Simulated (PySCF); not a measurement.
**C$_{2}$H$_{5}$NO, SMILES `CC(N)=O`: what the electrons do**

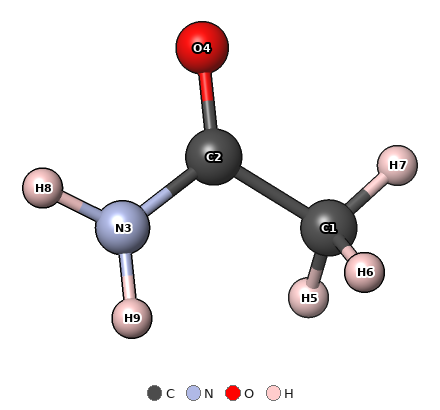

The molecule, with its atoms numbered as below. No frequency check shows the geometry to be a minimum.

Cartesian coordinates (Å):

```
C1       1.3748   -0.2436   -0.0001
C2      -0.0852    0.1569   -0.0001
N3      -0.9381   -0.8976   -0.0001
O4      -0.4768    1.2997    0.0001
H5       1.5975   -0.8362   -0.8844
H6       1.5976   -0.8363    0.8843
H7       1.9929    0.6488    0.0003
H8      -1.9287   -0.7223   -0.0005
H9      -0.6160   -1.8481    0.0011
```

### 1. In an electric field

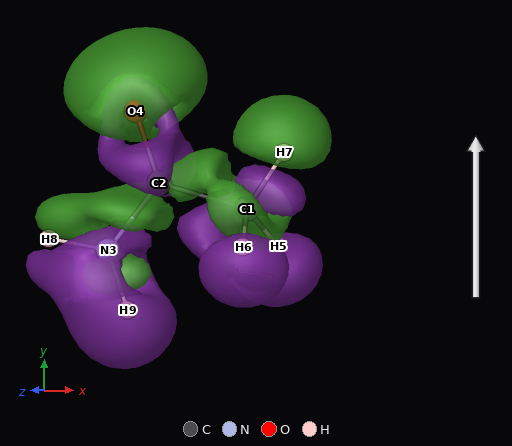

Change of the electron density in a uniform field of 0.51 V/Å along +y (arrow), surfaces at ±0.003 e/Å³ (purple: gain, green: loss).

Level of theory: B3LYP/def2-SVPD (PySCF), at a geometry from GFN2-xTB.

> What dipole is induced, and what polarisability does it imply?

The induced dipole is 1.12 D (along the field); α along this axis, from the fields in both directions, is 44 bohr³ (6.5 Å³).

> Which atoms gain and lose the most charge?

Electrons gather most on H9 (Hirshfeld charge changes by −0.022 e) and leave O4 most (+0.043 e); 0.106 electrons are displaced in all.

### 2. Removing or adding an electron

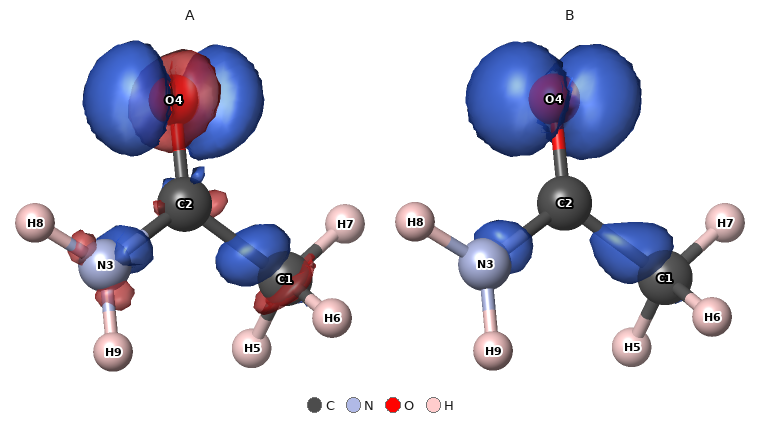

The Fukui function f⁻ from two separate SCF calculations and the density of the HOMO, at ±0.08 e/Å³ (blue positive, red negative).

> Which panel is which, and how good is the frozen-orbital picture?

A is f⁻ (it has negative regions), B the HOMO density. The HOMO lies on O4 (70 %), C2 (10 %) and C1 (9 %); f⁻ (Hirshfeld-condensed) is largest on O4 (0.43); the vertical ionisation energy is 9.89 eV. Relaxation shifts 29 % of the electron between atoms. The orbital energy is −7.18 eV.

### 3. Localised orbitals

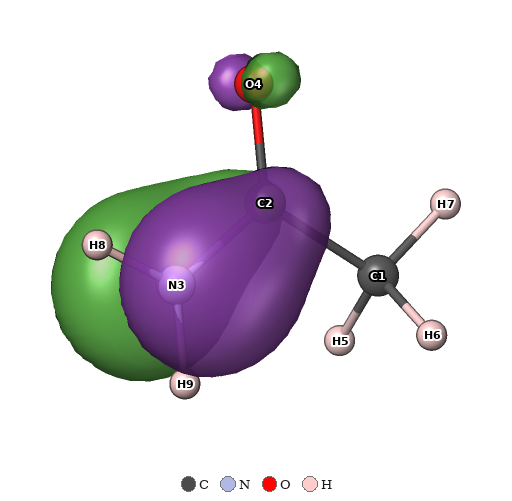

Pipek–Mezey orbitals, occupied; each surface holds about 85 % of the orbital's density. Energies are diagonal elements of the Fock matrix.

Method: PBE/6-31G*; geometry: GFN2-xTB; program: PySCF.

> What does this orbital represent?

Lone pair on N3, partly donated to C2 (N3 86 %, C2 12 %; −7.2 eV).
